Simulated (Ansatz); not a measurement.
**A computed series for ZnInGaO4: pressure series**

Start from ZnInGaO$_{4}$ (space group R3m, No. 160).

```cif
data_Ga3In3O12Zn3
_chemical_formula_sum 'In3 Ga3 Zn3 O12'
_space_group_name_H-M_alt 'R3m :H'
_space_group_IT_number 160
_space_group_name_Hall 'R 3 -2"'
_cell_length_a 3.35598
_cell_length_b 3.35598
_cell_length_c 26.11402
_cell_angle_alpha 90.000
_cell_angle_beta 90.000
_cell_angle_gamma 120.000
loop_
_atom_site_label
_atom_site_type_symbol
_atom_site_symmetry_multiplicity
_atom_site_Wyckoff_symbol
_atom_site_fract_x
_atom_site_fract_y
_atom_site_fract_z
_atom_site_occupancy
In1 In 3 a 0.00000 0.00000 0.00308 1
Ga1 Ga 3 a 0.00000 0.00000 0.78705 1
Zn1 Zn 3 a 0.00000 0.00000 0.21881 1
O1 O 3 a 0.00000 0.00000 0.86352 1
O2 O 3 a 0.00000 0.00000 0.12103 1
O3 O 3 a 0.00000 0.00000 0.71123 1
O4 O 3 a 0.00000 0.00000 0.29528 1
```
(The calculation used a cell of 7 atoms; values per cell refer to that cell.)

Cell and atoms are relaxed at each pressure.

Calculations: PBE, PAW, 420 eV (Ansatz, a program for electronic structure; no spin-orbit coupling), earlier PAW set.

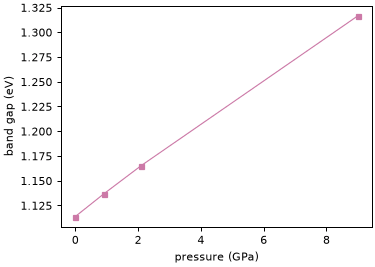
Figure: Band gap against pressure

Task: From the plot, what is the band gap for pressure 2.1 GPa?

Result: About 1.17 eV.

Task: Is the trend monotonic over the range shown?

Result: Yes, it rises throughout, spanning 1.11 eV to 1.32 eV.

Load acts through the strain it causes; cell and atoms are relaxed under it. No phonon test of stability was made. No other phases were tried under pressure.
